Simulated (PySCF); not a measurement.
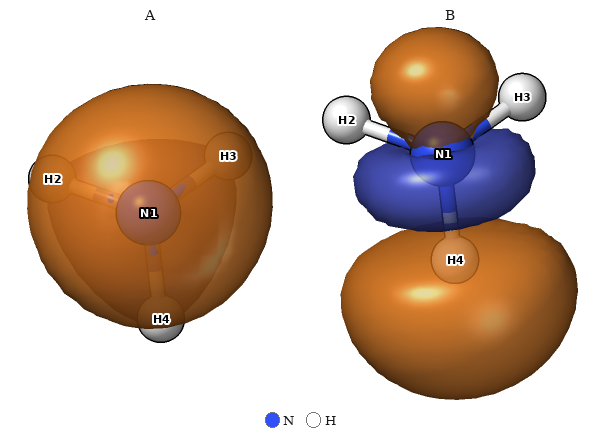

Figure. H$_{3}$N, SMILES `N`. Intrinsic bond orbitals (IBO), occupied and valence-virtual; each surface holds about 85 % of the orbital's density. Energies are diagonal elements of the Fock matrix.

PySCF calculation, ωB97X/cc-pVTZ, gas phase; geometry: GFN2-xTB. No frequency check shows the geometry to be a minimum.

The calculation's input:

```python
import numpy as np
from pyscf import gto, scf, dft, lo
from pyscf.data.elements import chemcore

def solve(mol, dm0=None, hcore=None):
    mf = (dft.UKS if mol.spin else dft.RKS)(mol, xc='wb97x')
    mf.grids.level = 3
    mf = mf.density_fit(auxbasis='def2-universal-jkfit')
    mf.conv_tol, mf.max_cycle = 1e-8, 80
    if hcore is not None:
        mf.get_hcore = lambda *args: hcore
    mf.kernel(dm0)
    if not mf.converged:
        mf = mf.newton().run(mf.mo_coeff, mf.mo_occ, max_cycle=30)
    assert mf.converged, 'SCF not converged'
    return mf

mol = gto.M(atom='''
N      0.00002    -0.00002     0.11002
H      0.87174    -0.36201    -0.25676
H     -0.74953    -0.57379    -0.25671
H     -0.12233     0.93596    -0.25667
''', basis='cc-pvtz', charge=0, spin=0, verbose=4)
mf = solve(mol)
occ_all = mf.mo_coeff[:, mf.mo_occ > 0]
occ = occ_all[:, chemcore(mol):]
loc = lo.ibo.ibo(mol, occ, iaos=lo.iao.iao(mol, occ_all))
fock, s = mf.get_fock(), mf.get_ovlp()
ortho = lo.orth_ao(mol, 'meta_lowdin')
ortho = lo.vec_lowdin(lo.iao.iao(mol, occ_all), s)
labels = lo.iao.reference_mol(mol).ao_labels(fmt=None)
vir = lo.vvo.livvo(mol, occ_all, mf.mo_coeff[:, mf.mo_occ == 0])
both = np.hstack([loc, vir])
p = (ortho.T @ s @ both) ** 2
pop = np.array([p[[l[0] == a for l in labels]].sum(0) for a in range(mol.natm)])
spd = np.array([[p[[l[0] == a and l[2][-1] == k for l in labels]].sum(0) for k in 'spd'] for a in range(mol.natm)])
eps = np.einsum('pi,pq,qi->i', both, fock, both)
for i in np.argsort(eps):
    top = np.argsort(-pop[:, i])[:3]
    print('%3d %s %9.4f Eh ' % (i + 1, 'occ' if i < loc.shape[1] else 'vir', eps[i]), '  '.join('%s%d %.3f' % (mol.atom_symbol(a), a + 1, pop[a, i]) for a in top))
np.savez('result.npz', c=both, nocc=loc.shape[1], pop=pop, spd=spd, eps=eps, e=mf.e_tot)
```

Launched as:

```sh
OMP_NUM_THREADS=1 python input.py
```

The run took 2 s on 1 thread of Intel(R) Xeon(R) Platinum 8488C (Sapphire Rapids) (shared host), peak memory 0.25 GiB.

Question: Name the orbitals, with their atomic make-up and energies.

Answer: By panel:
- A: lone pair on N1 (sp4.3-type) (N1 100 %; −10.7 eV)
- B: σ* orbital H4–N1, mostly on H4 (H4 63 %, N1 37 %; 11.3 eV)

Question: How do all the valence pairs divide up?

Answer: 4 pairs: 3 σ bonds and 1 lone pair.
